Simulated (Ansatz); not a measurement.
# GaH2Cl (SMILES [H][Ga]([H])[Cl]) at 6 levels

We compute a comparison of 6 runs (BHLYP/STO-3G, PBE/STO-3G, UPBE/STO-3G, r2SCAN/STO-3G, UMP2/STO-3G, CCSD/STO-3G) of GaH2Cl. 

The results are computed with Ansatz 0.2.0.

77 further runs of the same task are left out: 31 that didn't finish, 46 set aside as unsound or not needed.

## (1) Starting point

GaH2Cl has 4 atoms, charge 0, and is taken as a singlet. SMILES: `[H][Ga]([H])[Cl]`. The H2–Ga1 distance was set to 3.128 Å, away from the relaxed value. At this shape a bond of the SMILES string is far longer than usual.

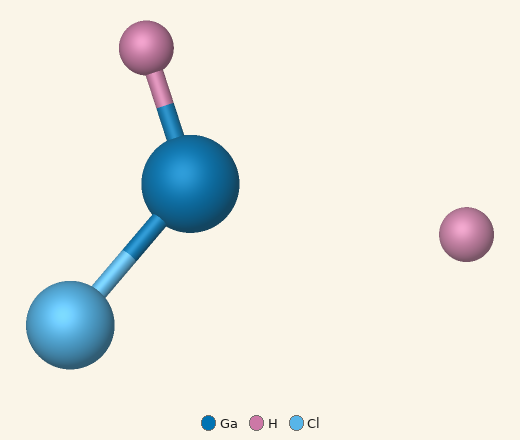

The structure, seen from a chosen angle (gallium blue, hydrogen pink, chlorine blue).

## (2) The energy at BHLYP/STO-3G (run 1)

The input, run.yaml:

```yaml
crystal:
  periodic: [false, false, false]
  atoms:
    - {symbol: Ga, position_ang: [-1.506339, 0.090150, -0.013340]}
    - {symbol: H, position_ang: [1.622030, 0.103190, 0.012100]}
    - {symbol: H, position_ang: [-2.239469, 1.471810, -0.032310]}
    - {symbol: Cl, position_ang: [-2.568849, -1.684710, -0.004610]}
basis:
  gaussian:
    orbitals: STO-3G
hamiltonian:
  xc: {name: BHLYP}
accuracy: high
```

Started as:

```sh
$ ansatz run run.yaml --threads 1 --pin off --max-ram 2610MiB --events-out events.jsonl --progress --plain --runs-dir runs
```

The program printed:

```text
Warning: RAYON_NUM_THREADS=1 ignored (pool sized by the plan → 1); use --threads N
Functional definition: BHLYP
  name "BHLYP"
  parameter a = 0.5
  exchange = (1 - a)*b88_x + a*exact_x
  correlation = lyp_c
425 factors; integrals over basis functions are off by at most 9.1e-9 eV
mean field evaluation 1: about -63913.2776 eV, gradient 2.8e2 eV
mean field evaluation 2: about -64078.7743 eV, gradient 9.7e1 eV
mean field evaluation 4: about -64166.4661 eV, gradient 3.4e1 eV
mean field evaluation 8: about -64173.8902 eV, gradient 2.7e1 eV
mean field evaluation 16: about -64177.0649 eV, gradient 1.1e-1 eV
mean field evaluation 32: about -64177.0656 eV, gradient 6.9e-6 eV
mean field -64177.06557825 eV, -2358.4636592231 hartree, gradient 2.5e-8 eV, S^2 0.000000; 2 other end points of the search recorded, 0 dependent functions left out
reference -64177.06559838 eV, -2358.4636599630 hartree; 25, 25 occupied and 4, 4 virtual orbitals, 425 factors
Total energy: -64177.06559838 eV, -2358.4636599630 hartree
```

Run time: 0.66 s. Hardware: 1 thread of AMD EPYC 9R45 (Zen 5), shared host; peak memory 0.12 GiB.

## (3) The energy at PBE/STO-3G (run 2)

The input, in.yaml:

```yaml
basis:
  gaussian: {orbitals: STO-3G}
crystal:
  periodic: [false, false, false]
  atoms:
    - {symbol: Ga, position_ang: [-1.506339, 0.090150, -0.013340]}
    - {symbol: H, position_ang: [1.622030, 0.103190, 0.012100]}
    - {symbol: H, position_ang: [-2.239469, 1.471810, -0.032310]}
    - {symbol: Cl, position_ang: [-2.568849, -1.684710, -0.004610]}
hamiltonian: {xc: {name: PBE}}
accuracy: high
```

Started as:

```sh
$ ansatz run in.yaml --threads 1 --pin off --max-ram 2610MiB --events-out events.jsonl --progress --plain --runs-dir runs
```

The program printed (excerpt; [...] marks lines left out):

```text
Warning: RAYON_NUM_THREADS=1 ignored (pool sized by the plan → 1); use --threads N
Functional definition: PBE
  name "PBE"
[...]
425 factors; integrals over basis functions are off by at most 9.1e-9 eV
[...]
mean field -64162.22379719 eV, -2357.9182338294 hartree, gradient 1.1e-8 eV, S^2 0.000000; 9 other end points of the search recorded, 0 dependent functions left out
reference -64162.22379915 eV, -2357.9182339014 hartree; 25, 25 occupied and 4, 4 virtual orbitals, 425 factors
Total energy: -64162.22379915 eV, -2357.9182339014 hartree
```

It took 1.9 s on 1 thread of AMD EPYC 9R45 (Zen 5), shared host; peak memory 0.12 GiB.

## (4) A single-point energy at UPBE/STO-3G (run 3)

The input, run.yaml:

```yaml
crystal:
  periodic: [false, false, false]
  atoms:
    - symbol: Ga
      position_ang: [-1.506339, 0.090150, -0.013340]
    - symbol: H
      position_ang: [1.622030, 0.103190, 0.012100]
    - symbol: H
      position_ang: [-2.239469, 1.471810, -0.032310]
    - symbol: Cl
      position_ang: [-2.568849, -1.684710, -0.004610]
basis:
  gaussian:
    orbitals: STO-3G
magnetization:
  spin_polarized: true
  initial_magnetization: 0
hamiltonian:
  xc: {name: PBE}
accuracy: high
```

Started as:

```sh
$ ansatz run run.yaml --threads 1 --pin off --max-ram 2610MiB --events-out events.jsonl --progress --plain --runs-dir runs
```

The program printed (excerpt; [...] marks lines left out):

```text
Warning: RAYON_NUM_THREADS=1 ignored (pool sized by the plan → 1); use --threads N
[... 2 set-up lines as earlier in the session ...]
[...]
425 factors; integrals over basis functions are off by at most 9.1e-9 eV
[...]
mean field -64162.95537219 eV, -2357.9451187148 hartree, gradient 2.2e-8 eV, S^2 0.968552; 11 other end points of the search recorded, 0 dependent functions left out
reference -64162.95537425 eV, -2357.9451187905 hartree; 25, 25 occupied and 4, 4 virtual orbitals, 425 factors
Total energy: -64162.95537425 eV, -2357.9451187905 hartree
```

Wall time 4.2 s (1 thread of AMD EPYC 9R45 (Zen 5), shared host); peak memory 0.15 GiB.

Runs 4 to 5 aren't shown in full; the table further down has their settings and results.

## (5) A single-point energy at CCSD/STO-3G (run 6)

The input, job.yaml:

```yaml
basis:
  gaussian:
    orbitals: STO-3G
crystal:
  periodic: [false, false, false]
  atoms:
    - {symbol: Ga, position_ang: [-1.506339, 0.090150, -0.013340]}
    - {symbol: H, position_ang: [1.622030, 0.103190, 0.012100]}
    - {symbol: H, position_ang: [-2.239469, 1.471810, -0.032310]}
    - {symbol: Cl, position_ang: [-2.568849, -1.684710, -0.004610]}
total_charge: 0
magnetization:
  spin_polarized: false
correlation:
  method: ccsd
  frozen_orbitals: {Cl: 5, Ga: 9, H: 0}
accuracy: high
scf:
  omitted_lower_state_checks: [cluster_reference, increment]
```

Started as:

```sh
$ ansatz run job.yaml --threads 1 --pin off --max-ram 2610MiB --events-out events.jsonl --progress --plain --runs-dir runs
```

The program printed:

```text
Warning: RAYON_NUM_THREADS=1 ignored (pool sized by the plan → 1); use --threads N
[... 12 lines left out ...]
14 core orbitals not correlated: weight in the atoms' cores, before any rotation towards them, 1.000 or more for the frozen orbitals, at most 0.000 for the correlated occupied ones
[... 93 lines left out ...]
WARN: these amplitudes may be one of several solutions (largest doubles amplitude 0.88, level shift 8.05 eV)
Total energy: -64127.01226738 eV, -2356.6242339761 hartree
Checks for a lower state left out: cluster_reference, increment
```

It took 0.22 s on 1 thread of AMD EPYC 9R45 (Zen 5), shared host.

## (6) Overview of the runs

| run | level | frozen core orbitals | energy (Eh) | wall time |
| --- | --- | --- | --- | --- |
| 1 | BHLYP/STO-3G | – | -2358.463660 | 0.66 s |
| 2 | PBE/STO-3G | – | -2357.918234 | 1.9 s |
| 3 | UPBE/STO-3G | – | -2357.945119 | 4.2 s |
| 4 | r2SCAN/STO-3G | – | -2358.525111 | 1.7 s |
| 5 | UMP2/STO-3G | 14 | -2356.640009 | 1 s |
| 6 | CCSD/STO-3G | 14 | -2356.624234 | 0.22 s |

## (7) Summary of results

| quantity | value |
| --- | --- |
| run 6: total energy | -2356.62423 Eh |
| run 6: correlation energy (14 core orbitals frozen) | -225.0 mEh |
| run 6: T1 diagnostic | 0.170 |

Totals of different functionals can't be ranked against each other. In run 6 the T1 diagnostic is large, so a single reference may not serve. In run 6 the log says that unrestricted orbitals would lower the reference, so the values rest on an unstable closed-shell determinant (other closed-shell runs at this shape may share the fault). In runs 1, 2, 3, 4, 5, 6 the basis is minimal, so the values are rough. Spin contamination of the reference: run 5 ⟨S²⟩ = 1.50, run 3 ⟨S²⟩ = 0.97. Where it is this large, the reference is a mixture of spin states, and values that rest on it are in doubt. All runs together took 9.7 s, the longest 4.2 s.
